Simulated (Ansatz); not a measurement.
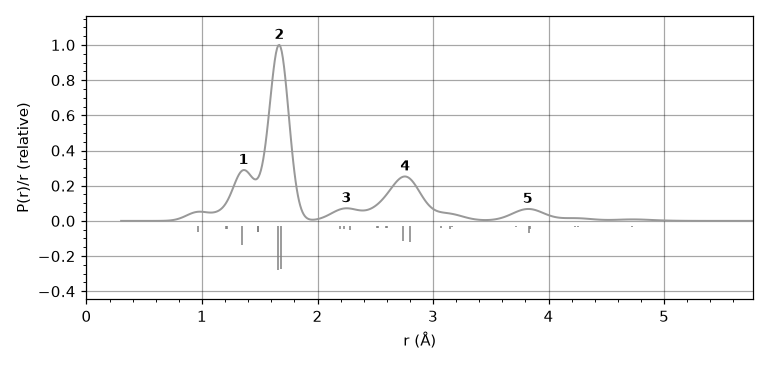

Simulated gas electron diffraction: radial distribution curve of BH5O2Si. Each pair of atoms contributes with weight ZᵢZⱼ/r (bars below the curve); damping constant 0.002 Å²; vibrational amplitudes assumed, not computed: 0.05 Å for bonds, 0.078 Å for bonds to H, 0.06 + 0.015 r up to 0.15 Å for other pairs. The geometry is the end point of an optimisation (RKS B3LYP/def2-SVP in Ansatz 0.2.0); it may be a saddle point or a higher isomer. SMILES: BO[SiH2]O.

Which pairs of atoms lie under the numbered peaks? Mark bonded pairs by – and others by ···.

Peak 1, 1.36 Å: B–H 1.21 Å (×2), O–B 1.35 Å, not resolved
Peak 2, 1.67 Å: Si–H 1.48–1.49 Å (×2), Si–O 1.65–1.68 Å (×2), not resolved
Peak 3, 2.25 Å: O···H 2.20–2.23 Å (×2), Si···H 2.28 Å, not resolved
Peak 4, 2.76 Å: O···H 2.51–2.60 Å (×4), O···O 2.74 Å, Si···B 2.80 Å, not resolved
Peak 5, 3.82 Å: B···H 3.72 Å, O···B 3.83 Å, Si···H 3.84 Å, not resolved; in its flanks O···H 4.23 Å
